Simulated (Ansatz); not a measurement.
Take ZnS in the zinc blende structure (space group F-43m, No. 216; a = 5.3567 Å) as the base.

One thing is altered: a hydrostatic pressure of 0.9 GPa.

Level of theory: plane-wave PAW DFT at the PBEsol level (Ansatz, a quantum-chemistry and plane-wave program, 420 eV), without spin-orbit coupling.

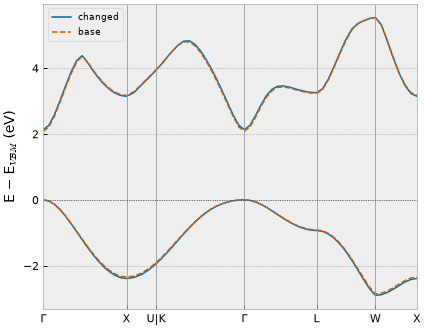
Figure: Highest valence and lowest conduction band along the path, each from its own valence-band maximum

Question: From the figure, how large is the changed gap, and is it direct?

Answer: About 2.1 eV, direct at Γ.

Load acts through the strain it causes; cell and atoms are relaxed under it. Whether these cells are dynamically stable was not tested.
